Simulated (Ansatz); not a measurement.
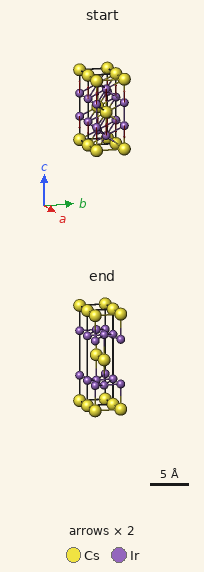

The structure of solid CsIr$_{2}$ (built on the MoSi2 (C11b)_139 type) (coarse preliminary run) before (top) and after (bottom) a relaxation, at one scale. The red arrows give the displacements (the part carried along by the change of the cell is left out), magnified 2 times.

Style: ball-and-stick. Shown: the conventional cell (2 times the calculation's cell), repeated 2 × 1 × 1 with one cell outlined, slightly off an axis. Lengths and directions refer to the drawn axes.

Case: MoSi2 (C11b) type (I4/mmm, No. 139).

All numbers below come from Ansatz 0.2.0, DFT PBE, scalar-relativistic, plane waves, PAW. Settings: plane-wave cutoff 420 eV; k-point mesh 6 × 6 × 6; occupations gaussian; smearing width 0.1 eV; no spin polarisation; cell and atoms relaxed; force threshold 0.04 eV/Å; at most 70 steps.

What changed between the two?

Answer. The largest moves relative to the cell, 0.89 Å, are those of Ir atoms. Cs stays in place. The volume changes by +15.4 %, with a = b 3.845 → 3.538 Å (−8.0 %), c 9.432 → 12.857 Å (+36.3 %). Some distances before and after: Ir–Ir 3.113 → 6.033 Å, Cs–Ir 3.133 → 3.919 Å, Ir–Ir 3.156 → 2.533 Å, Cs–Cs 3.845 → 3.538 Å. Bond angles that change, for instance: Ir–Ir–Ir 118.9° → 162.0°, Cs–Ir–Ir 59.5° → 81.0°, Ir–Ir–Ir 75.0° → 88.6°. The space group stays I4/mmm (No. 139). The energy falls by 1417 meV per atom in 14 accepted moves (19 points after the start). Largest force component: 1.5 eV/Å at the start, 0.037 eV/Å at the end. Pressure: −7.95 GPa at the start and −0.07 GPa at the end. The line search rejected the trial steps at points 10, 11, 12 of the run. At 2 points the geometry stayed and the basis and grid were re-selected for the new cell (energy shift of 57.8 meV per atom at most each time). The run took 59 s on 1 thread of Arm Neoverse V2 (shared host), peak memory 0.37 GiB.
